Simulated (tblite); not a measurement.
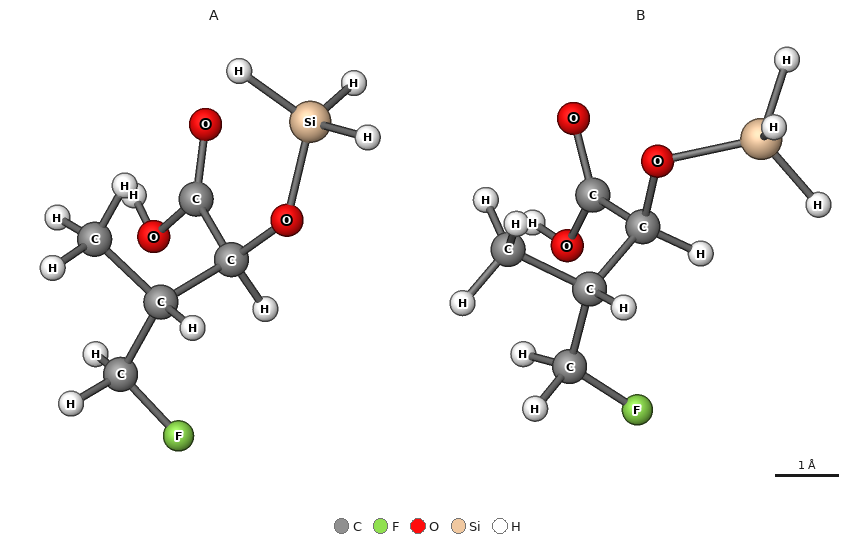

Two geometries of C$_{5}$H$_{11}$FO$_{3}$Si, drawn at one scale. One is the start of a relaxation, the other its converged end. A ball-and-stick model, seen from a free direction.

Level of theory: GFN2-xTB geometry optimisation, gas phase (tblite 0.8.0). 

**Which geometry has the lower energy?**

Structure A is the relaxed one. Over 237 geometry steps the energy falls by 134.3 kJ/mol. The largest moves after the best rigid fit, 2.18 Å, are those of H atoms. Largest moves by element: H 2.18 Å, O 1.30 Å, F 0.70 Å, C 0.58 Å, Si 0.48 Å. Near-neighbour distances that change, for instance: O–Si 3.753 → 2.647 Å, O–Si 1.707 → 1.632 Å, C–O 1.262 → 1.201 Å, H–O 1.030 → 0.972 Å. Among the angles between lasting bonds that change: C–O–Si 114.2° → 132.5°, O–Si–H 107.0° → 95.1°, C–O–H 121.9° → 110.3°. Groups turn about C–O by about 125°, O–Si by about 50°, C–C by about 40°.
